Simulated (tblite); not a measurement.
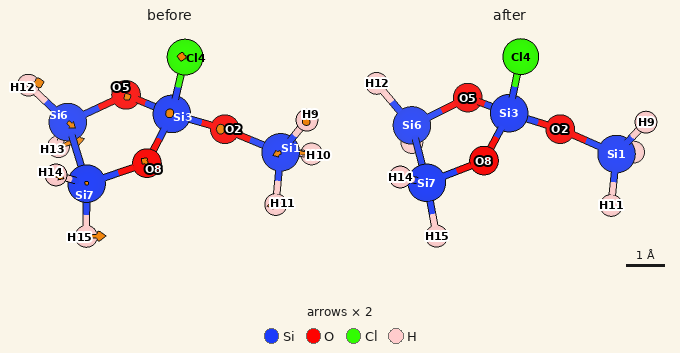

The structure of Si₄H₇O₃Cl before (left) and after (right) a relaxation, at one scale. The orange arrows give the displacements, 2 times their true length.

The picture is a ball-and-stick view, seen at a tilt.

Theory: GFN2-xTB geometry optimisation, gas phase (tblite). 

### What changed between the two?

The largest move after the best rigid fit is that of H10, 0.51 Å. Largest moves by element: H 0.51 Å, O 0.22 Å, Si 0.17 Å, Cl 0.15 Å. Among the contacts that change: Si6–Si7 2.429 → 2.324 Å, Si3–O8 1.695 → 1.620 Å, Si3–O5 1.678 → 1.616 Å, O2–Si3 1.653 → 1.598 Å. Among the angles between lasting bonds that change: O2–Si1–H10 109.7° → 101.5°, O5–Si6–H13 111.1° → 103.0°, Si1–O2–Si3 139.4° → 147.3°. The energy falls by 62.3 kJ/mol in 75 geometry steps.
